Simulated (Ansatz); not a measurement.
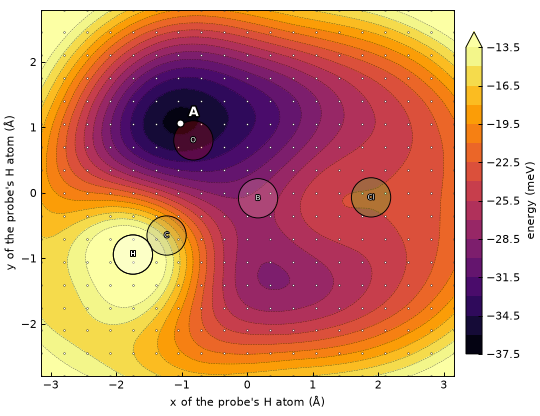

CH₂BClO (SMILES ClB1CO1) with the probe H2. The probe is moved over a plane parallel to the molecule's main plane, 3.02 Å above it. Coordinates scanned: (1) x of the probe's H atom; (2) y of the probe's H atom. Nothing is relaxed (molecule and probe rigid, the probe upright with H nearest the plane). The grid has 19 × 17 points. Energies: meV, counted from molecule and probe far apart, each relaxed in its own basis (no counterpoise correction). Theory: RKS PBE0-D4/def2-SVPD in Ansatz 0.2.0.

Drawn: filled contours, dots at the grid points, labelled circles for the molecule's atoms, projected on the plane, one colour for all values above the top of the scale, the point A. Between grid points the surface is interpolated.

Find the lowest pass out of the well at A.

Answer. The easiest path leads from the well at x of the probe's H atom = −1.05 Å, y of the probe's H atom = 1.05 Å to the well at about x of the probe's H atom = 0.40 Å, y of the probe's H atom = −1.30 Å, about 7.7 meV higher. Its highest point lies about 8.8 meV above the bottom of the first well on the interpolated surface, at about x of the probe's H atom = 0.09 Å, y of the probe's H atom = −0.46 Å. Seen from the upper well the barrier is about 1.1 meV. This is the barrier on the constrained surface; relaxing the other coordinates would change it.

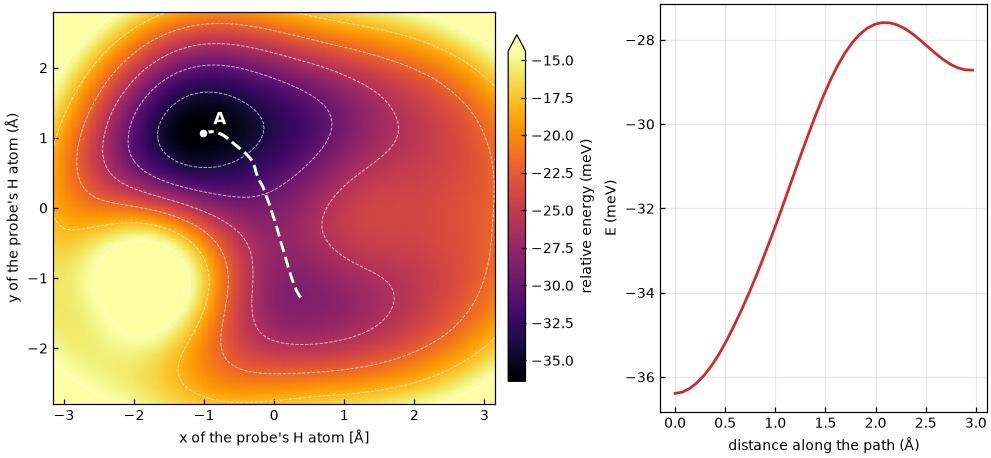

In the figure: a smooth colour map with a few white contour lines, a line along the lowest path, one colour for all values above the top of the scale, the energy along the path at the right. Between grid points the surface is interpolated.
